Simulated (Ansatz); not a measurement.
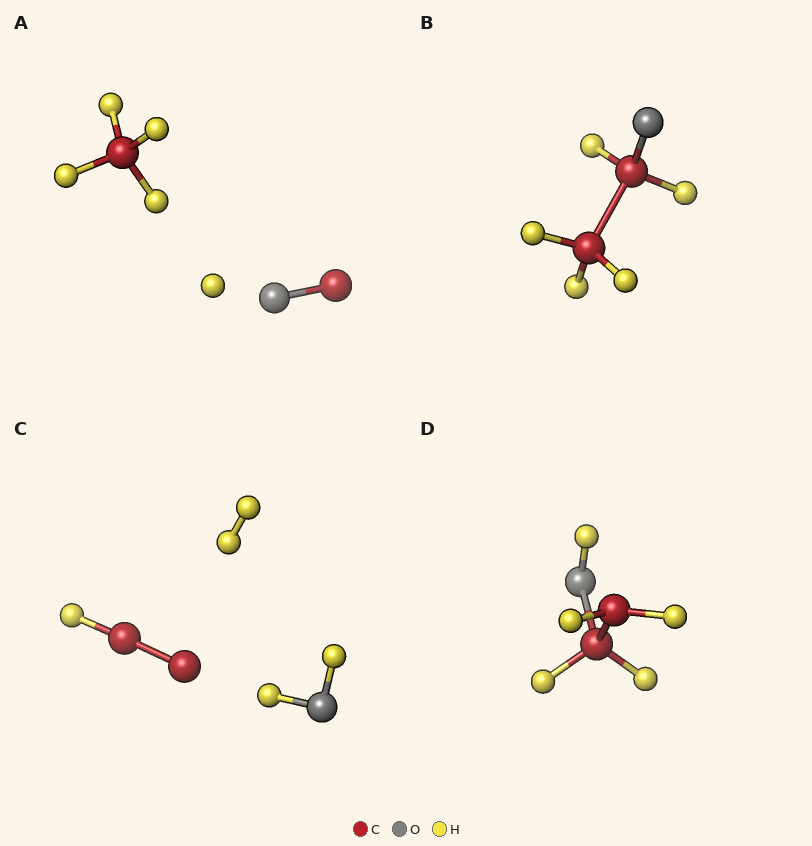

4 stationary structures of one formula. State: charge −1, singlet. Geometries: PBE-D4/def2-SVPD. Electronic energies: PBE-D4/def2-SVPD (Ansatz 0.2.0), without zero-point energy. No frequency run is at hand to confirm each as a minimum. Each is one conformer, not always the lowest.

Rank them by energy, lowest first.

B is lowest (Cs); D lies 106.1 kJ/mol above it, C lies 226.5 kJ/mol above it (Cs), A lies 238.8 kJ/mol above it.
